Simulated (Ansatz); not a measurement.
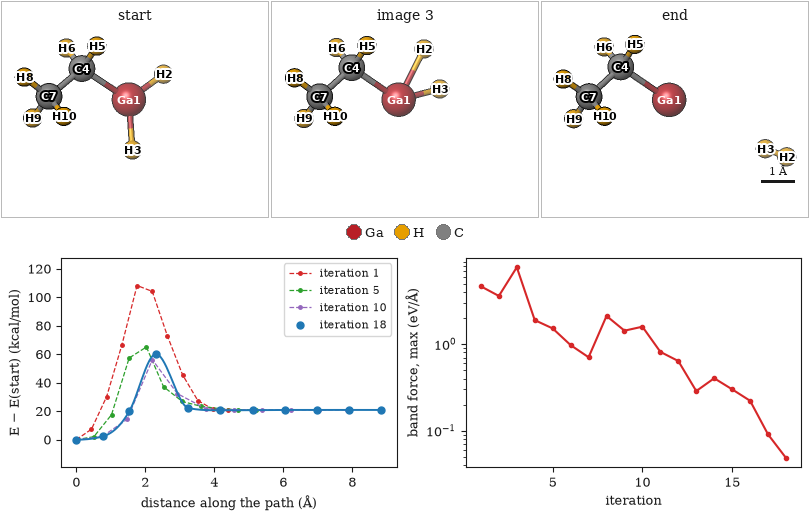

A search for the minimum-energy path of C2H7Ga by the nudged elastic band. Images are numbered from 0 (start) to 10 (end). The plot follows the band through its iterations. The picture is a ball-and-stick view, seen at a tilt.

Method: Ansatz, RKS PBE0-D4/def2-mTZVP. Settings: 9 movable images; climbing image; force threshold 0.05 eV/Å; iteration limit 60; starting path by straight interpolation.

**Did the band converge, and can the barrier be trusted?**

The run is converged, with reservations. The band converged in 18 iterations. The largest component of the band force went from 4.7 to 0.048 eV/Å. The climbing image converged on the top of the path. Its curvatures weren't checked. The straight starting path can push atoms close together and costs iterations. The first iteration put the highest image at 108.3 kcal/mol. Forward barrier 60.1 kcal/mol, backward barrier 39.2 kcal/mol, with image 3 at the top; the reaction energy is +20.9 kcal/mol.

Cost: 6.2 min on 2 threads of Arm Neoverse V1 (shared host), peak memory 0.2 GiB.
